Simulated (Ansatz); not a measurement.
```tsv
atom	x (Å)	y (Å)	z (Å)
Al	0.0000	0.0000	-0.0751
F	0.0000	0.0000	1.6163
H	1.4296	0.0000	-0.7671
H	-1.4296	0.0000	-0.7671
F	0.0000	0.0000	3.7531
```

Method: UKS PBE-D4/def2-SVP (Ansatz).

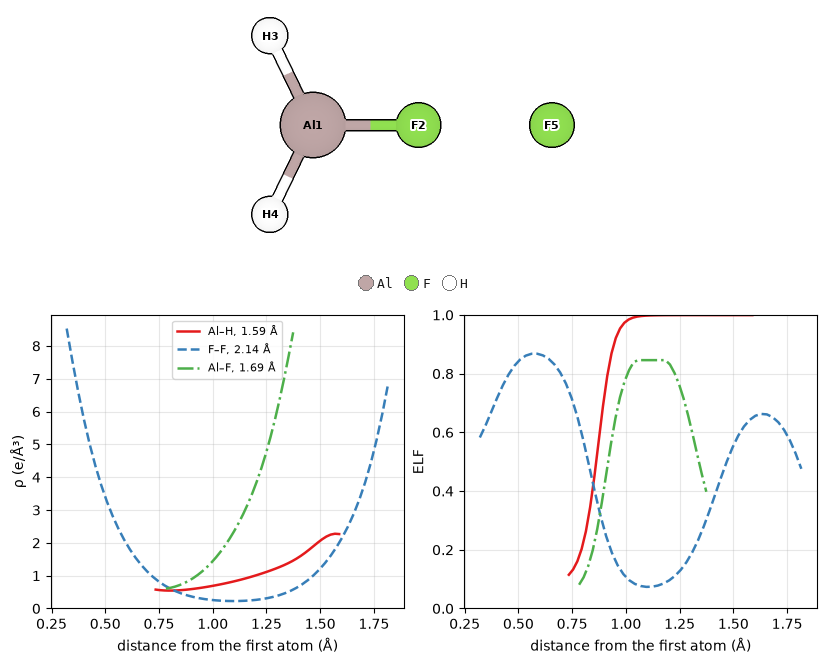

AlFH₂···F (doublet). Electron density and electron localisation function along straight lines between neighbouring atoms. The curves leave out the atomic cores. The structure is drawn too.

Question: What can be read from the curves?

Answer: Al–H (1.59 Å): the density is about 0.55 e/Å³ at the midpoint; the ELF climbs to about 1 towards the hydrogen.
F2···F5 (2.14 Å): the density falls to about 0.23 e/Å³ on the way; the ELF dips to about 0.05 between them.
Al–F (1.69 Å): ρ at the midpoint is about 0.71 e/Å³; the ELF peaks at about 0.85 in the valence shell of F, 0.6 Å from its nucleus, and is about 0.20 at the midpoint.
